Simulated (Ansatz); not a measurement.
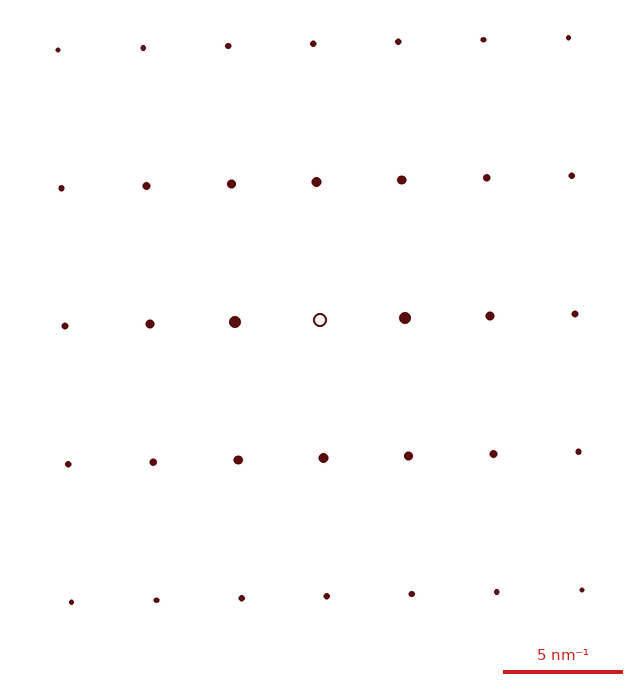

Simulated selected-area electron diffraction pattern (200 kV, kinematic approximation, thin crystal, B = 0.8 Å² for all atoms).

### Describe the geometry of this pattern.

The spots form a rectangular net whose two shortest vectors correspond to d = 2.79 Å and 1.72 Å, 90.0° apart. Fainter spots between these are below the display threshold.

### What is the point symmetry of the pattern, intensities included?

2mm. A zero-layer kinematic pattern is always centrosymmetric (Friedel's law).

### What was simulated?

This cannot be fixed from one zone alone; the pattern is [210] of Tl, space group P6_3/mmc (No. 194), a = 3.43 Å, c = 11.14 Å (hexagonal axes). The net vectors are 0 0 4 and 1 -2 0. Structure: the geometry relaxed with Ansatz 0.2.0, DFT, PBEsol, plane waves (420 eV) with PAW, scalar-relativistic; the starting structure was generated, so it need not be a known form of this composition.
